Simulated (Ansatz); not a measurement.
# Thickness series in TaS2

Start from TaS2 in the CdI2 type structure (space group P-3m1, No. 164; a = 3.329 Å, c = 5.785 Å; layered, stacked along the Cartesian z axis).

Free-standing slabs (3 atom(s) a layer) normal to the stacking axis with 15 Å of vacuum; in-plane cell relaxed.

Method: PBE-D3(BJ)/PAW in Ansatz (a program for electronic structure), spin-orbit coupling left out.

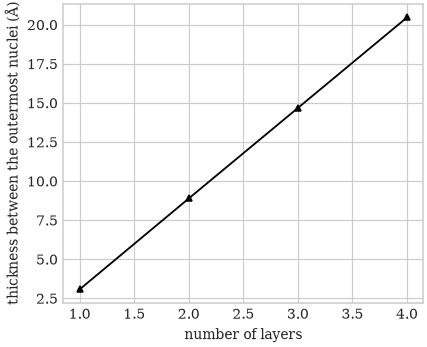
*Thickness between the outermost nuclei against number of layers*

| number of layers | thickness between the outermost nuclei |
|---|---|
| 1 | 3.08 Å |
| 2 | 8.90 Å |
| 3 | 14.68 Å |
| 4 | 20.47 Å |

Whether these cells are dynamically stable was not tested. The final runs are not spin-polarised. An odd electron count without spin: TaS2.
